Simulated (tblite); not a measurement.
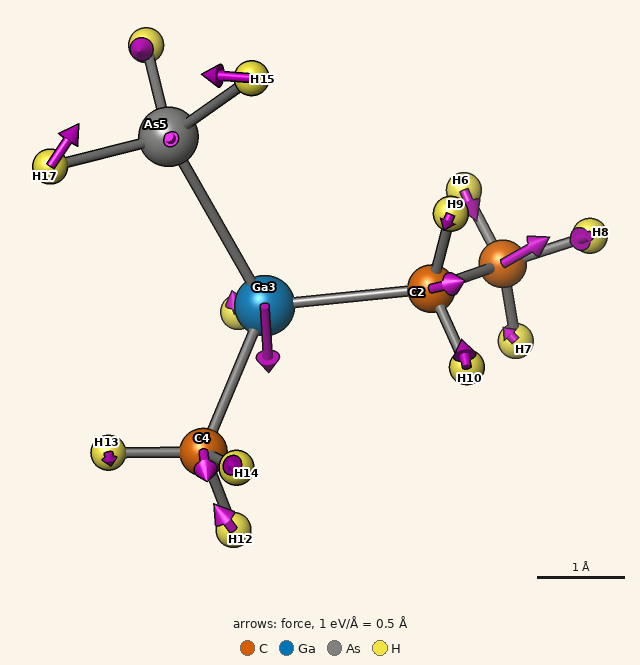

Starting geometry of C$_{3}$H$_{12}$AsGa with the computed forces as purple arrows. The picture is a ball-and-stick view, seen at a tilt.

Level of theory: GFN2-xTB geometry optimisation, gas phase in tblite 0.8.0. 

### What follows when this structure is relaxed?

It isn't relaxed: the largest force vector, on the Ga atom, is 2.02 eV/Å. The final displacements have little in common with the starting forces (cosine between the two patterns 0.27). The largest move after the best rigid fit is that of an H atom, 1.25 Å. Largest moves by element: H 1.25 Å, Ga 0.80 Å, C 0.60 Å, As 0.42 Å. Among the contacts that change: As–Ga 2.452 → 2.955 Å, C–Ga 1.966 → 2.049 Å, As–H 1.561 → 1.490 Å, C–Ga 1.991 → 2.032 Å. Bond angles that change, for instance: Ga–As–H 109.5° → 140.1°, As–Ga–H 110.3° → 84.9°, H–As–H 110.5° → 89.5°. Over 175 geometry steps the energy falls by 34.1 kcal/mol. The run took 1.7 s on 1 thread of Arm Neoverse N1 (shared host).
